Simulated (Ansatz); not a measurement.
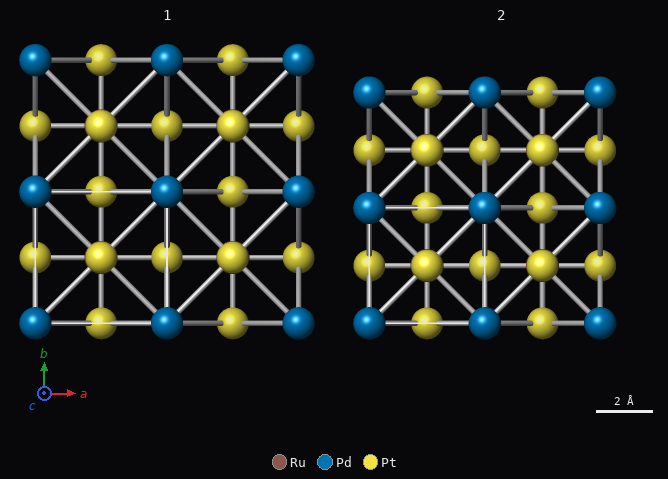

Two geometries of solid PdRuPt$_{3}$ (a generated structure, set up in Pm-3m) (coarse preliminary run), drawn at one scale. One is the start of a relaxation, the other its converged end. The picture is a ball-and-stick view of the cell of the calculation, repeated 2 × 2 × 1 with one cell outlined, seen along the c axis.

These are results of DFT PBE, scalar-relativistic, plane waves, PAW (Ansatz), not measurements. Settings: plane-wave cutoff 420 eV; k-point mesh 4 × 4 × 4; occupations gaussian; smearing width 0.1 eV; no spin polarisation; cell and atoms relaxed; force threshold 0.04 eV/Å; at most 70 steps.

Which geometry has the lower energy?

Answer. Structure 1 is the relaxed one. The energy falls by 1864 meV per atom in 7 accepted moves (9 points after the start). All forces vanish by symmetry, so only the cell relaxes. The pressure goes from 128.26 to 0.00 GPa. The SCF was repeated twice at an unchanged geometry on a basis and grid sized afresh for the cell, which shifted the energy by 33.8 meV per atom at most. No atom moves by more than 0.005 Å relative to the cell. The volume changes by +48.3 %, with a = b = c 4.148 → 4.731 Å (+14.0 %). Among the contacts that change: Pd–Pt 2.933 → 3.345 Å, Pt–Ru 2.074 → 2.365 Å. The space group stays Pm-3m (No. 221). The run took 51 s on 1 thread of Intel(R) Xeon(R) Processor @ 2.50GHz (Skylake/Cascade Lake), on a shared host, peak memory 0.44 GiB.

Limits of the set-up: the k-point mesh is coarse for a cell with partly filled bands.
